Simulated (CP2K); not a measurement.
# BSiH6O− (SMILES [BH3-]O[SiH3]) at PM6

What is the energy change on altering one bond length of BSiH6O− at PM6? 

The results are computed with CP2K 2026.2.

5 further runs of the same task are left out: 2 that didn't finish, 3 set aside as unsound or not needed.

## 1. The structure to begin with

BSiH6O− has 9 atoms, charge -1, and is taken as a singlet. SMILES: `[BH3-]O[SiH3]`. Geometry: relaxed at GFN2-xTB.

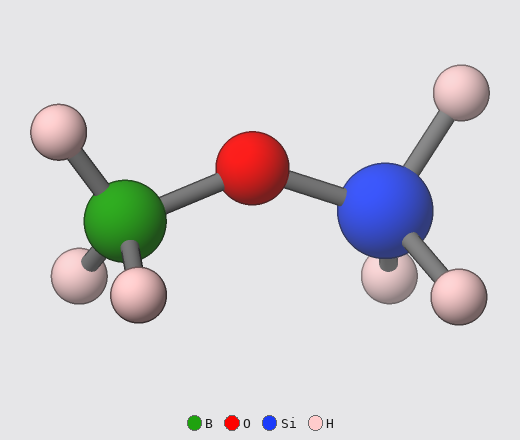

The structure, seen from a chosen angle (boron green, oxygen red, silicon blue, hydrogen pink).

## 2. Energy and gradient at PM6

mol.inp

```
&FORCE_EVAL
   METHOD QUICKSTEP
   &DFT
      CHARGE -1
      MULTIPLICITY 1
      ! Quickstep
      &QS
         METHOD PM6
         EPS_DEFAULT 1.0E-10
         &SE
            &COULOMB
               CUTOFF [angstrom] 50
               RC_RANGE [angstrom] 0
            &END COULOMB
            &EXCHANGE
               CUTOFF [angstrom] 50
               RC_RANGE [angstrom] 0
            &END EXCHANGE
         &END SE
      &END QS
      &POISSON
         PERIODIC NONE
         POISSON_SOLVER ANALYTIC
      &END POISSON
      &SCF
         SCF_GUESS ATOMIC
         EPS_SCF 1.0E-06
         MAX_SCF 40
         &OT ON
            MINIMIZER DIIS
            PRECONDITIONER FULL_ALL
         &END OT
         &OUTER_SCF
            EPS_SCF 1.0E-06
            MAX_SCF 10
         &END OUTER_SCF
      &END SCF
      ! extra output
      &PRINT
         &MOMENTS
            PERIODIC F
            REFERENCE COM
            MAX_MOMENT 1
         &END MOMENTS
         &MO_CUBES
            NLUMO 3
            NHOMO -1
            WRITE_CUBE F
         &END MO_CUBES
         &HIRSHFELD OFF
         &END HIRSHFELD
      &END PRINT
   &END DFT
   &SUBSYS
      ! vacuum box
      &CELL
         ABC [angstrom] 13.7 13.9 13.9
         PERIODIC NONE
      &END CELL
      &COORD
         B      5.923400     8.198505     5.873820
         O      7.008040     7.317145     6.422720
         Si     7.253880     6.231505     7.506570
         H      5.018530     7.502075     5.447090
         H      6.412960     8.858155     4.977800
         H      5.508940     8.924175     6.761560
         H      8.681470     5.846275     7.381650
         H      6.464080     4.975825     7.386840
         H      7.047440     6.642805     8.922200
      &END COORD
   &END SUBSYS
   ! extra output
   &PRINT
      &FORCES ON
      &END FORCES
   &END PRINT
&END FORCE_EVAL

&GLOBAL
   PROJECT_NAME mol
   RUN_TYPE ENERGY_FORCE
   PRINT_LEVEL MEDIUM
&END GLOBAL
```

On the command line:

```
$ OMP_NUM_THREADS=1 cp2k.psmp -i mol.inp -o mol.out
```

Standard output (excerpt; [...] marks lines left out):

```text
CP2K| version string:                                       CP2K version 2026.2
[...]
 GLOBAL| Method name                                                        CP2K
[...]
 GLOBAL| Run type                                                   ENERGY_FORCE
[...]
                             - Atoms:                                          9
[...]
                             - Spherical basis functions:                     23
[...]
 Number of electrons:                                                         20
[...]
     1 OT DIIS     0.15E+00    0.0     0.29409181       -15.1204062756 -1.51E+01
[...]
     4 OT DIIS     0.15E+00    0.0     0.00000035       -18.5430602374 -1.77E-10
  *** SCF run converged in     4 steps ***
  Core-core repulsion energy [eV]:                            821.30540736195064
  Core Hamiltonian energy [eV]:                              -809.54261835345301
  Two-electron integral energy [eV]:                        -1032.69023800492550
  Electronic energy [eV]:                                   -1325.88773735591576
  Total energy [eV]:                                         -504.58232999396512
  Atomic reference energy [eV]:                               499.29752162536687
  Heat of formation [kcal/mol]:                              -121.87058582226322
[...]
 SE_DIPOLE| Moment [Debye]         -1.79042310       2.87098228      -2.43929577
 SE_DIPOLE| Derivative [a.u.]       0.00000000       0.00000000       0.00000000
 *** WARNING in qs_scf_post_se.F:140 :: Printing of MO cube files not ***
 *** implemented for Semi-Empirical method.                           ***
 ENERGY| Total FORCE_EVAL ( QS ) energy [hartree]            -18.543060237363292
 FORCES| Atomic forces [hartree/bohr]
 FORCES|   Atom     x               y               z               |f|
 FORCES|      1 -1.30323962E-02  1.95056247E-02 -1.60870212E-02   2.84447710E-02
 FORCES|      2 -1.74873875E-02 -6.26980888E-03  1.33083633E-02   2.28523906E-02
 FORCES|      3  1.55612885E-02 -1.44039119E-02  9.91141065E-03   2.34064615E-02
 FORCES|      4  1.31820477E-02  4.40567669E-03  5.46580728E-03   1.49349060E-02
 FORCES|      5 -2.85040095E-03 -8.14017072E-03  9.85218767E-03   1.30939974E-02
 FORCES|      6  8.31380994E-03 -9.85742588E-03 -7.72625309E-03   1.50327399E-02
 FORCES|      7 -7.24896753E-03  3.07691282E-03 -5.62301149E-04   7.89500509E-03
 FORCES|      8  3.06510178E-03  9.58493771E-03 -3.61478741E-03   1.06926408E-02
 FORCES|      9  4.96904253E-04  2.09816543E-03 -1.05474060E-02   1.07655463E-02
 FORCES| Sum    -4.07660017E-16 -3.46944695E-18 -5.68989300E-16
 FORCES| Total atomic force                                       6.99962535E-16
[...]
```

It took 1.6 s on 1 thread of Intel Xeon Platinum 8488C (Sapphire Rapids), shared host; peak memory 0.19 GiB.

## 3. The distorted shape

molecule.inp

```
&GLOBAL
 PROJECT molecule
 RUN_TYPE ENERGY_FORCE
 PRINT_LEVEL MEDIUM
&END GLOBAL
&FORCE_EVAL
 METHOD Quickstep
 &DFT
  CHARGE -1
  &QS
   METHOD PM6
   EPS_DEFAULT 1.0E-10
   &SE
    &COULOMB
     CUTOFF [angstrom] 50
     RC_RANGE [angstrom] 0
    &END COULOMB
    &EXCHANGE
     CUTOFF [angstrom] 50
     RC_RANGE [angstrom] 0
    &END EXCHANGE
   &END SE
  &END QS
  &POISSON
   PERIODIC NONE
   POISSON_SOLVER ANALYTIC
  &END POISSON
  &SCF
   SCF_GUESS ATOMIC
   EPS_SCF 1.0E-06
   MAX_SCF 40
   &OT
    MINIMIZER DIIS
    PRECONDITIONER FULL_ALL
   &END OT
   &OUTER_SCF
    EPS_SCF 1.0E-06
    MAX_SCF 10
   &END OUTER_SCF
  &END SCF
  &PRINT
   &MOMENTS
    PERIODIC F
    REFERENCE COM
    MAX_MOMENT 1
   &END MOMENTS
   &MO_CUBES
    NLUMO 3
    NHOMO -1
    WRITE_CUBE F
   &END MO_CUBES
   &HIRSHFELD OFF
   &END HIRSHFELD
  &END PRINT
 &END DFT
 &SUBSYS
  &CELL
   ABC 14 13.9 13.9
   PERIODIC NONE
  &END CELL
  &COORD
   B      6.231746     8.198505     5.873820
   O      7.316386     7.317145     6.422720
   Si     7.562226     6.231505     7.506570
   H      5.010184     7.258335     5.297741
   H      6.721306     8.858155     4.977800
   H      5.817286     8.924175     6.761560
   H      8.989816     5.846275     7.381650
   H      6.772426     4.975825     7.386840
   H      7.355786     6.642805     8.922200
  &END COORD
 &END SUBSYS
 &PRINT
  &FORCES ON
  &END FORCES
 &END PRINT
&END FORCE_EVAL
```

On the command line:

```
$ OMP_NUM_THREADS=1 cp2k.psmp -i molecule.inp > molecule.out 2>&1
```

Standard output (excerpt; [...] marks lines left out):

```text
CP2K| version string:                                       CP2K version 2026.2
[...]
 GLOBAL| Method name                                                        CP2K
[...]
 GLOBAL| Run type                                                   ENERGY_FORCE
[...]
                             - Atoms:                                          9
[...]
                             - Spherical basis functions:                     23
[...]
 Number of electrons:                                                         20
[...]
     1 OT DIIS     0.15E+00    0.0     0.29211756       -15.1658059764 -1.52E+01
[...]
     4 OT DIIS     0.15E+00    0.0     0.00000048       -18.4822359858 -2.73E-10
  *** SCF run converged in     4 steps ***
  Core-core repulsion energy [eV]:                            809.36108807296580
  Core Hamiltonian energy [eV]:                              -806.27845335802681
  Two-electron integral energy [eV]:                        -1012.01970530601238
  Electronic energy [eV]:                                   -1312.28830601103300
  Total energy [eV]:                                         -502.92721793806726
  Atomic reference energy [eV]:                               499.29752162536687
  Heat of formation [kcal/mol]:                               -83.70279206605075
[...]
 ENERGY| Total FORCE_EVAL ( QS ) energy [hartree]            -18.482235985849783
 FORCES| Atomic forces [hartree/bohr]
 FORCES|   Atom     x               y               z               |f|
 FORCES|      1 -6.52404663E-02 -2.60591018E-02 -4.07127217E-02   8.11968037E-02
 FORCES|      2 -2.39507415E-02 -3.79639908E-03  8.75504078E-03   2.57818037E-02
 FORCES|      3  1.47962848E-02 -1.58810147E-02  1.06356752E-02   2.41713520E-02
 FORCES|      4  7.88982074E-02  5.54471251E-02  3.69174282E-02   1.03257965E-01
 FORCES|      5 -5.86075894E-03 -1.14888624E-02  7.92078973E-03   1.51354341E-02
 FORCES|      6  4.86276525E-03 -1.32178523E-02 -8.82052997E-03   1.66180580E-02
 FORCES|      7 -7.19592882E-03  3.22224700E-03 -5.71733780E-04   7.90513421E-03
 FORCES|      8  3.14120848E-03  9.52668444E-03 -3.55814661E-03   1.06435574E-02
 FORCES|      9  5.49429614E-04  2.24717364E-03 -1.05658019E-02   1.08160913E-02
 FORCES| Sum     3.60822483E-16  2.46330734E-16 -4.30211422E-16
 FORCES| Total atomic force                                       6.13150522E-16
[...]
```

Wall time 1.6 s (1 thread of Intel Xeon Platinum 8488C (Sapphire Rapids), shared host); peak memory 0.19 GiB.

## 4. Results

Level: PM6.

```
                                                         quantity            value
                                        first shape: total energy     -18.54306 Eh
           first shape: heat of formation at this unrelaxed shape  -121.9 kcal/mol
                            first shape: largest force on an atom       1.463 eV/Å
                                    distorted shape: total energy     -18.48224 Eh
       distorted shape: heat of formation at this unrelaxed shape   -83.7 kcal/mol
                        distorted shape: largest force on an atom       5.310 eV/Å
energy change with the B1–H4 bond stretched from 1.219 to 1.646 Å         1.655 eV
```

What this shows: With the B1–H4 bond stretched from 1.219 to 1.646 Å the energy rises by 1.66 eV (160 kJ/mol). The first shape isn't relaxed at this level, so the change isn't measured from a minimum. The largest force (first shape) is 1.46 eV/Å: the shape isn't a stationary point for this species at this level.
